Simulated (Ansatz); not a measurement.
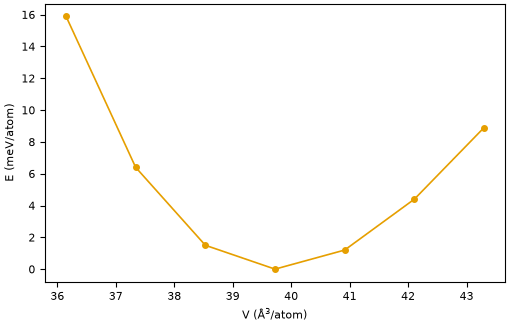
Figure: TeI in space group C2/m (No. 12; I on 4i, Te on 4i, I on 4i, Te on 4i) under volume change, r²SCAN+D4 (plane waves, PAW; program Ansatz), shape and atoms relaxed at each volume.

### Question
What does a third-order Birch–Murnaghan fit give for V₀, B₀ and B′?

### Answer
V₀ = 39.74 Å³/atom, B₀ = 11.7 GPa, B′ = 8.5.

The workflow started from an entry of the Crystallography Open Database (COD), which files this formula under 2 space groups. Its standing as an ambient phase is unchecked. The r²SCAN+D4 relaxation kept the symmetry of its start; whether a distortion lowers the energy is not shown. Scalar-relativistic: spin–orbit coupling is off unless named, which matters more the heavier the elements.

Potentials: the later of the program's two PAW sets.
